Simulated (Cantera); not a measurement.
Input: 1 mol Fe, 0.19 mol CO₂, 1.7 mol H₂, 0.31 mol NH₃, held at 100000 Pa.

Equilibrium computed with Cantera from the NASA thermochemical tables; the gas is ideal and each condensed phase is pure. Candidate condensed phases: C, C₆H₆, C₇H₈, C₈H₁₈, Fe, Fe(CO)₅, FeO, Fe(OH)₂, Fe(OH)₃, Fe₂O₃, Fe₃O₄, H₂O; 140 gas species. The numbers say what is thermodynamically allowed, not how fast it happens.

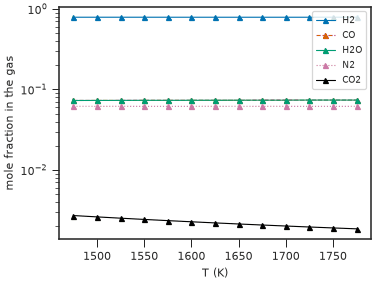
Figure. Equilibrium gas composition (values under 1e-9 drawn at 1e-9)

Task: Read off the mole fractions at 1600 K.

Result: H₂ about 0.79, H₂O about 0.073, CO about 0.073, N₂ about 0.062, CO₂ about 0.0023.
